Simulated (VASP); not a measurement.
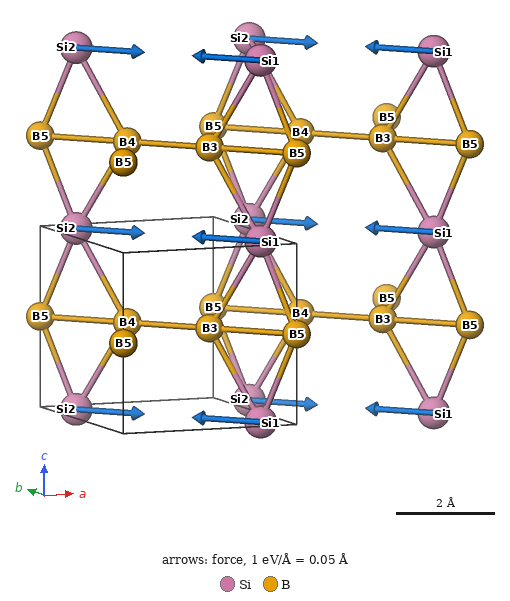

Starting geometry of solid Si₂B₃ (a generated structure, set up in Cmmm) with the computed forces as blue arrows. Style: ball-and-stick. Shown: the cell of the calculation, repeated 2 × 1 × 2 with one cell outlined, from a free direction.

The run lets cell and atoms move.

Method: VASP, Kohn-Sham DFT of a periodic cell, PBE, VASP PAW PBE potentials, recommended.

The input:
```
SYSTEM = Si2B3
ALGO = Fast
EDIFF = 1E-4
EDIFFG = -0.08
ENCUT = 520
GGA = PE
IBRION = 2
ISIF = 3
ISMEAR = 0
LASPH = .True.
LCHARG = .False.
LREAL = .False.
LWAVE = .False.
NELM = 60
NSW = 24
PREC = Normal
SIGMA = 0.15
```

Command:
```bash
cat potpaw_PBE.64/Si/POTCAR potpaw_PBE.64/B/POTCAR > POTCAR
mpirun -np 1 vasp_std > vasp.out
```

**Is this structure relaxed? If not, where do the atoms go?**

It isn't relaxed: the largest force vector, on Si atoms, is 30.81 eV/Å. The atoms end up moving mostly along the starting forces (cosine between the two patterns 1.00). The largest moves relative to the cell, 0.51 Å, are those of Si1 and Si2. Si1 goes along [−1 1 0]. Largest moves by element: Si 0.51 Å, B 0.03 Å. Cell: a = b 3.734 → 3.416 Å (−8.5 %), c 3.769 → 4.635 Å (+23.0 %), γ 99.6° → 91.5°. Volume +4.4 %. Some distances before and after: Si1–Si2 4.105 → 2.505 Å, Si1–Si2 (another image) 1.598 → 2.390 Å, Si1–B5 2.047 → 2.608 Å, Si1–Si2 (another image) 2.717 → 2.384 Å. New bonds form, among them: Si1–Si2 (4.11 → 2.50 Å). Bond angles that change, for instance: Si2–Si1–Si2 125.0° → 177.3°, Si1–B3–Si1 117.8° → 158.8°, B3–Si1–B3 117.8° → 158.8°. The space group stays Cmmm (No. 65). Over 21 geometry steps the energy falls by 1772 meV per atom. Largest force component: 31 eV/Å at the start, 0.06 eV/Å at the end. The pressure goes from 43.93 to −0.12 GPa. At step 1 the optimiser overshot: the energy rose above the start, and later steps came back. It ran on 1 thread of Intel(R) Xeon(R) Platinum 8488C (Sapphire Rapids), with other jobs on the host.
